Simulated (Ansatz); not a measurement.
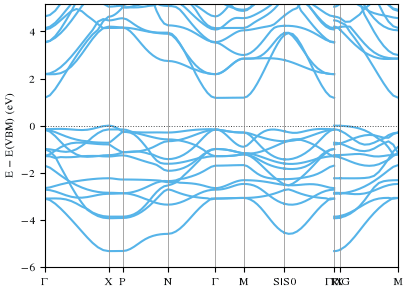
Figure: Band structure from r²SCAN (plane waves, PAW; program Ansatz)

Question: Read off the gap and where the band edges lie.

Answer: About 1.2 eV (1.18 eV by a search for the band edges); maximum at X, minimum at Γ.

Question: Pick the material that matches.
A) Cs2HgF4, I4/mmm (Cs on 4e, Hg on 2a, F on 4e, F on 4c)
B) Ta2O5, I4/mmm (Ta on 4e, O on 2a, O on 8f)
C) PbF4, I4/mmm (Pb on 2a, F on 4e, F on 4c)
D) Ba2HfS4, I4/mmm (Ba on 4e, Hf on 2a, S on 4c, S on 4e)

Answer: D, Ba2HfS4, I4/mmm (Ba on 4e, Hf on 2a, S on 4c, S on 4e)

The workflow started from a Materials Project entry (that database holds measured and hypothetical structures alike); the Crystallography Open Database copy checked does not list it. Its standing as an ambient phase is unchecked. The cell was relaxed with r²SCAN under the symmetry of its start; whether a distortion lowers the energy is not shown. No spin polarisation was allowed. Scalar-relativistic: spin–orbit coupling is off unless named, which matters more the heavier the elements.

Potentials: the later of the program's two PAW sets.
